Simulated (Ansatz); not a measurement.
Cost and result by functional for the adsorption energy of F on the 1x1 (101) surface of anatase TiO2 (cut with top plane O), one in a 2x1 cell, started at the site 'bridge O-O (span 2.8 Å)', in Ansatz (plane waves, PAW). Single points on the PBE structure, on one kind of machine; costs are rough ratios of the slab run's core time (references not counted) to the cheapest single point. r2SCAN's cost holds its higher cutoff (500 against 420 eV). Differences are taken against r2SCAN for comparison alone: no measured value is at hand, so the table doesn't rank accuracy. The points keep PBE's geometry, so the relaxation of a polaron and the settling of charge on one site are left out.

Host crystal: anatase TiO2, with a band gap (PBE, scalar-relativistic without spin-orbit coupling).

Model: 37-atom slab, 9.4 Å thick at the start under the adsorbate (thin: gaps and levels are the slab's own), 3x4x1 mesh, Fermi-Dirac 0.01 eV, dipole correction, 14 atoms held, the rest relaxed; no symmetry held; spin-polarised, ending with about 1.0 μB a cell, a value that depends on the mesh; orders that need a larger cell were not tried, no spin-orbit, no U, no dispersion correction. The slab shows no gap over 0.04 eV on its mesh. At the end it is bonded to Ti. In PBE it is, or lies within 0.03 eV of, the lowest of the starts that converged. These notes are the PBE run's. RPBE: The program's check for a lower electronic state was not made. r2SCAN: The program's check for a lower electronic state was not made. Adsorption energies are against ½ F2(g). A negative adsorption energy means that the adsorbate is more stable on the surface than in its reference.

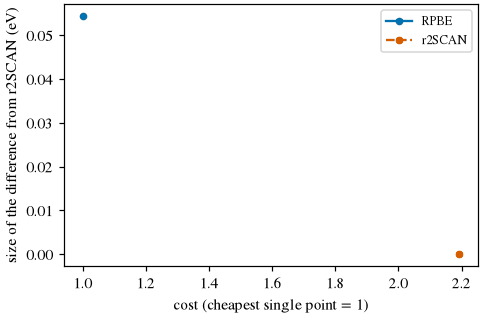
Figure: Difference from r2SCAN against cost

```
functional                     relative cost  adsorption energy (eV)  less r2SCAN (eV)
-----------------------------  -------------  ----------------------  ----------------
RPBE                                       1                   -0.71              0.05
r2SCAN                                     2                   -0.77              0.00
PBE (the relaxed run's value)              –                   -0.80             -0.03
```

The values span 0.08 eV, while the single points' costs differ by a factor of roughly 2. Differences are of unrounded values.

Ansatz is a first-principles code.
